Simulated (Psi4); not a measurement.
# CH7AlSi (SMILES [CH3][AlH][SiH3]) at B3LYP/cc-pVDZ (sweep point 8)

What is the vertical ionisation energy of CH7AlSi at B3LYP/cc-pVDZ (sweep point 8)? 

The calculation is run with Psi4 1.11.

4 further runs of the same task are left out: 4 set aside as unsound or not needed.

### Step 1. Starting point

The species is CH7AlSi (10 atoms), meant as a singlet with charge 0. SMILES: `[CH3][AlH][SiH3]`. The coordinates come from a PBE0-D4/def2-TZVP relaxation.

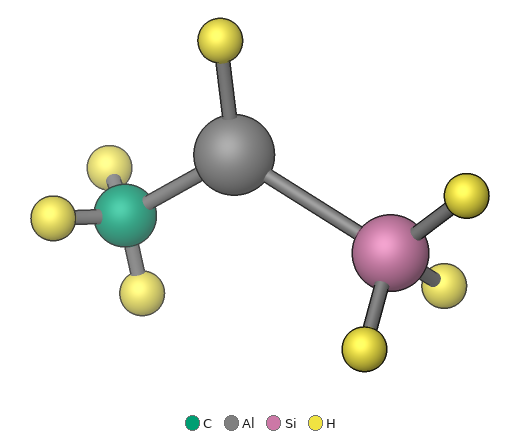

Viewed from a chosen angle; carbon teal, aluminium grey, silicon pink, hydrogen yellow.

### Step 2. A single-point energy at B3LYP/cc-pVDZ (sweep point 8)

The input, input.in:

```
memory 1600 MB

molecule {
  0 1
  C     -1.428400     0.967200    -0.792400
  Al     0.409100     0.309500    -0.720900
  Si     1.161700    -1.107300     1.145400
  H     -1.909200     0.659300    -1.727500
  H     -2.050600     0.624100     0.036600
  H     -1.438000     2.063000    -0.790400
  H      1.416900     0.709200    -1.887700
  H      0.334900    -2.347600     1.241000
  H      1.000200    -0.395000     2.448500
  H      2.586600    -1.533600     1.050400
  symmetry c1
}

set basis cc-pVDZ
set puream true
set scf_type pk
set dft_radial_points 250
set dft_spherical_points 1202

E, wfn = energy('b3lyp', return_wfn=True)
```

The run is started by

```
$ psi4 -n 1 input.in input.out
```

input.out:

```text
[...]
  Running in c1 symmetry.
[...]
  Nuclear repulsion =  127.815678252016326
[...]
  Multiplicity = 1
[...]
  Nalpha       = 20
  Nbeta        = 20
[...]
    Number of basis functions: 85
[...]
   @RKS iter   1:  -573.95907029747707   -4.21935e-01   8.59934e-03 DIIS/ADIIS
[...]
   @RKS iter   8:  -574.26114748705652   -2.12722e-08   2.91272e-07 DIIS
[...]
    Orbital Energies [Eh]
    ---------------------
    Doubly Occupied:
       1A    -66.117275     2A    -56.051784     3A    -10.162906
       4A     -5.267132     5A     -4.137555     6A     -3.625508
       7A     -3.625384     8A     -3.624603     9A     -2.695438
      10A     -2.687835    11A     -2.686928    12A     -0.682949
      13A     -0.528953    14A     -0.400385    15A     -0.396109
      16A     -0.390555    17A     -0.340496    18A     -0.340445
      19A     -0.290460    20A     -0.260229
[...]
  @RKS Final Energy:  -574.26114748705652
   => Energetics <=
    Nuclear Repulsion Energy =            127.8156782520163262
    One-Electron Energy =               -1048.1085115677526574
    Two-Electron Energy =                 384.4407902506519576
    DFT Exchange-Correlation Energy =     -38.4091044219721525
    Empirical Dispersion Energy =           0.0000000000000000
    VV10 Nonlocal Energy =                  0.0000000000000000
    Total Energy =                       -574.2611474870565189
[...]
 Multipole Moments:
 ------------------------------------------------------------------------------------
     Multipole            Electronic (a.u.)      Nuclear  (a.u.)        Total (a.u.)
 ------------------------------------------------------------------------------------
 L = 1.  Multiply by 2.5417464519 to convert [e a0] to [Debye]
 Dipole X            :          2.0855835           -2.4225707           -0.3369872
 Dipole Y            :         -0.1208322            0.3413707            0.2205385
 Dipole Z            :         -0.9539609            0.7769082           -0.1770527
 Magnitude           :                                                    0.4399378
[...]
```

Wall time 2.3 min (1 thread of Intel Xeon Platinum 8259CL at 2.50GHz (Skylake/Cascade Lake), shared host); peak memory 1.4 GiB.

### Step 3. The doublet cation

The input, job.in:

```
memory 1600 mb

molecule geom {
  1 2
  C     -1.428400     0.967200    -0.792400
  Al     0.409100     0.309500    -0.720900
  Si     1.161700    -1.107300     1.145400
  H     -1.909200     0.659300    -1.727500
  H     -2.050600     0.624100     0.036600
  H     -1.438000     2.063000    -0.790400
  H      1.416900     0.709200    -1.887700
  H      0.334900    -2.347600     1.241000
  H      1.000200    -0.395000     2.448500
  H      2.586600    -1.533600     1.050400
  symmetry c1
}

set {
  basis                cc-pVDZ
  reference            uks
  puream               true
  scf_type             pk
  dft_radial_points    250
  dft_spherical_points 1202
  maxiter              100
}

e_tot, wfn = energy("b3lyp", return_wfn=True)
```

The run is started by

```
$ psi4 -i job.in -o job.out -n 1
```

job.out:

```text
[...]
  Running in c1 symmetry.
[...]
  Nuclear repulsion =  127.815678252016326
[...]
  Multiplicity = 2
[...]
  Nalpha       = 20
  Nbeta        = 19
[...]
    Number of basis functions: 85
[...]
   @UKS iter   1:  -573.64001319297427   -1.02878e-01   8.29357e-03 DIIS/ADIIS
[...]
   @UKS iter  11:  -573.92002904891001   -1.17959e-07   3.46299e-07 DIIS
[...]
   @S^2 Observed:                7.543464720E-01
[...]
    Orbital Energies [Eh]
    ---------------------
    Alpha Occupied:
       1A    -66.361791     2A    -56.296962     3A    -10.371695
       4A     -5.511485     5A     -4.380302     6A     -3.874589
       7A     -3.867430     8A     -3.867255     9A     -2.936446
      10A     -2.934862    11A     -2.927749    12A     -0.885049
      13A     -0.763615    14A     -0.615257    15A     -0.592815
      16A     -0.589826    17A     -0.554142    18A     -0.553815
      19A     -0.508089    20A     -0.502625
    Alpha Virtual:
      21A     -0.272935    22A     -0.195420    23A     -0.184782
      24A     -0.137612    25A     -0.122529    26A     -0.118404
[...]
  @UKS Final Energy:  -573.92002904891001
   => Energetics <=
    Nuclear Repulsion Energy =            127.8156782520163262
    One-Electron Energy =               -1039.0611258967323920
    Two-Electron Energy =                 375.4879526999328618
    DFT Exchange-Correlation Energy =     -38.1625341041268200
    Empirical Dispersion Energy =           0.0000000000000000
    VV10 Nonlocal Energy =                  0.0000000000000000
    Total Energy =                       -573.9200290489100098
[...]
 Multipole Moments:
 ------------------------------------------------------------------------------------
     Multipole            Electronic (a.u.)      Nuclear  (a.u.)        Total (a.u.)
 ------------------------------------------------------------------------------------
 L = 1.  Multiply by 2.5417464519 to convert [e a0] to [Debye]
 Dipole X            :          2.3198141           -2.4225707           -0.1027566
 Dipole Y            :         -0.3023498            0.3413707            0.0390209
 Dipole Z            :         -0.7859722            0.7769082           -0.0090640
 Magnitude           :                                                    0.1102892
[...]
```

Run time: 4.2 min. Hardware: 1 thread of Intel Xeon Platinum 8259CL at 2.50GHz (Skylake/Cascade Lake), shared host; peak memory 1.4 GiB.

### Step 4. Results

At B3LYP/cc-pVDZ (sweep point 8):

| quantity | value |
| --- | --- |
| singlet CH7AlSi: total energy | -574.26115 Eh |
| singlet CH7AlSi: dipole moment | 1.12 D |
| singlet CH7AlSi: HOMO energy | -7.08 eV |
| singlet CH7AlSi: LUMO energy | -1.86 eV |
| singlet CH7AlSi: HOMO–LUMO gap | 5.23 eV |
| doublet cation: total energy | -573.92003 Eh |
| doublet cation: HOMO energy (highest over α and β) | -13.18 eV |
| doublet cation: LUMO energy (lowest over α and β) | -11.45 eV |
| doublet cation: ⟨S²⟩ | 0.754 |
| vertical ionisation energy (to the doublet cation) | 9.282 eV |

What this shows: The vertical ionisation energy comes to 9.28 eV (896 kJ/mol). The negative HOMO energy of the first species, 7.08 eV, lies 2.20 eV below that difference.
